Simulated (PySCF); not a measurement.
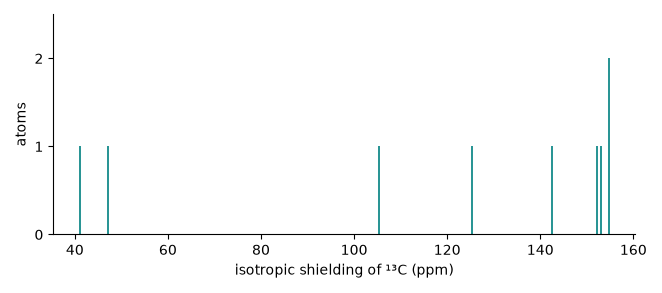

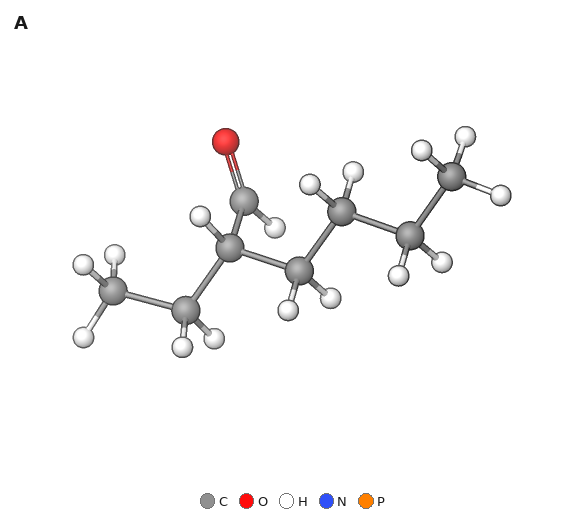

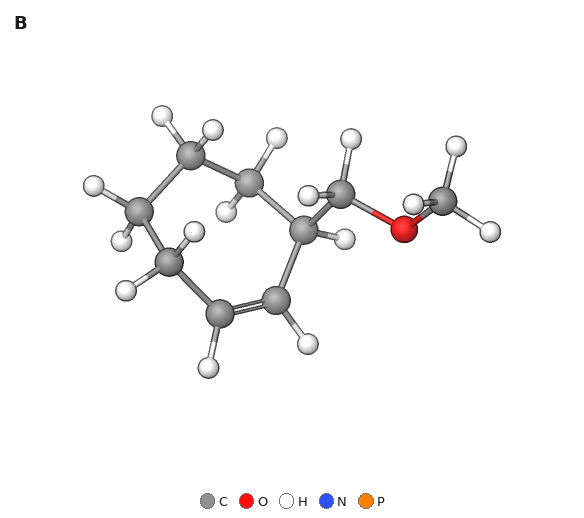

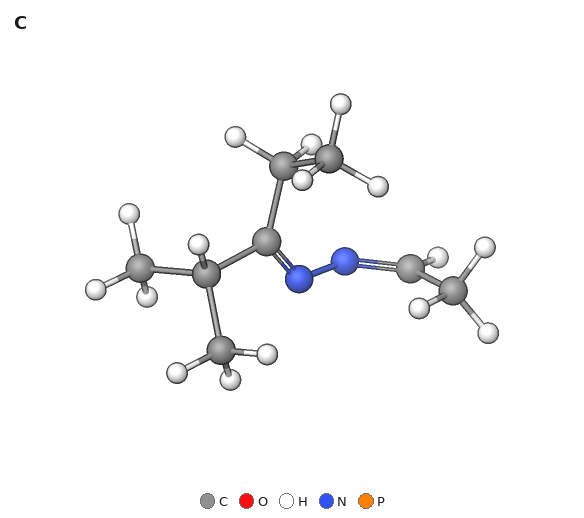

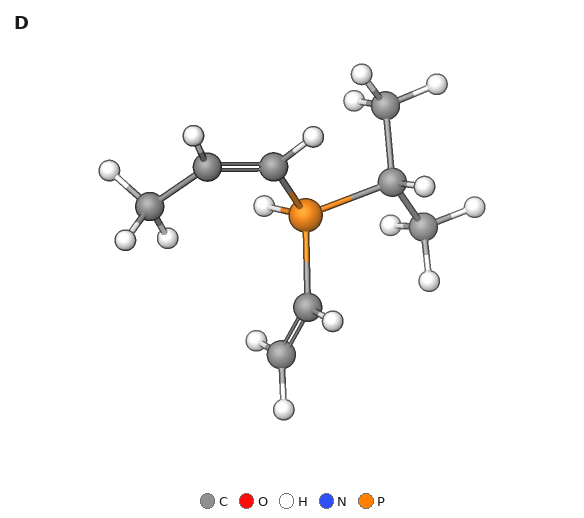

The sticks are computed shieldings of one of the molecules, for one fixed geometry (GFN2-xTB) without averaging over rotations. Low shielding means a high chemical shift. Method: GIAO PBE0/pcSseg-1 NMR shielding, non-relativistic, gas phase (PySCF 2.14.0).

Question: Which molecule gives this pattern?

Answer: B, `COC[C@H]1C=CCCCC1`. Its 9 C atoms give lines at 41.0, 47.1, 105.3, 125.4, 142.6, 152.2, 153.1, 154.7 (2 atoms) ppm.

The geometry is semi-empirical. Around P such bond lengths and angles can be off by a tenth of an ångström or more and by several degrees, and values that hang on the shape move with them.
